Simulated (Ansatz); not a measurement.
Complex (SMILES): F (HF) with C#N (CH-N), atoms 1 to 2 the first; geometry from B3LYP-D3(BJ)/def2-TZVP, monomers rigid:
```xyz
5

F      0.9503     0.5484    -0.1025
H      0.2877     0.3564     0.5335
C     -1.8028    -0.2520     2.5405
N     -0.9963    -0.0166     1.7661
H     -2.5562    -0.4720     3.2639
```

Basis-set convergence of the counterpoise-corrected interaction energy at HF with Ansatz (an electronic-structure program). All functions are spherical. No added dispersion term, no relativity. Functions are those of the species that has most. Reference: the value in aug-pcseg-3, -6.15 kcal/mol, itself unsure by roughly 0.02 kcal/mol (its mean distance from aug-cc-pVQZ, def2-QZVPPD). Deviations are taken from unrounded values.

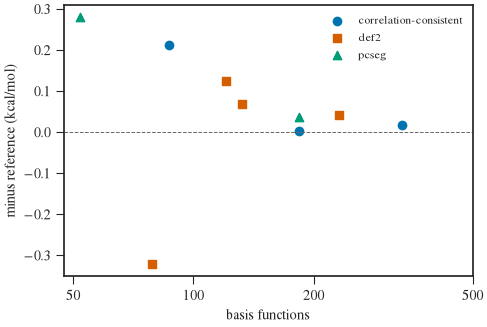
*Deviation from the reference against the number of basis functions, by family of sets.*

```json
[
 {"basis": "pcseg-1", "functions": "52", "counterpoise-corrected interaction energy (kcal/mol)": "-5.87", "minus reference (kcal/mol)": "0.28"},
 {"basis": "def2-SVPD", "functions": "79", "counterpoise-corrected interaction energy (kcal/mol)": "-6.48", "minus reference (kcal/mol)": "-0.32"},
 {"basis": "aug-cc-pVDZ", "functions": "87", "counterpoise-corrected interaction energy (kcal/mol)": "-5.94", "minus reference (kcal/mol)": "0.21"},
 {"basis": "def2-TZVPP", "functions": "121", "counterpoise-corrected interaction energy (kcal/mol)": "-6.03", "minus reference (kcal/mol)": "0.12"},
 {"basis": "def2-TZVPD", "functions": "132", "counterpoise-corrected interaction energy (kcal/mol)": "-6.09", "minus reference (kcal/mol)": "0.07"},
 {"basis": "aug-cc-pVTZ", "functions": "184", "counterpoise-corrected interaction energy (kcal/mol)": "-6.15", "minus reference (kcal/mol)": "0.00"},
 {"basis": "aug-pcseg-2", "functions": "184", "counterpoise-corrected interaction energy (kcal/mol)": "-6.12", "minus reference (kcal/mol)": "0.04"},
 {"basis": "def2-QZVPP", "functions": "231", "counterpoise-corrected interaction energy (kcal/mol)": "-6.11", "minus reference (kcal/mol)": "0.04"},
 {"basis": "aug-cc-pVQZ", "functions": "332", "counterpoise-corrected interaction energy (kcal/mol)": "-6.14", "minus reference (kcal/mol)": "0.02"}
]
```
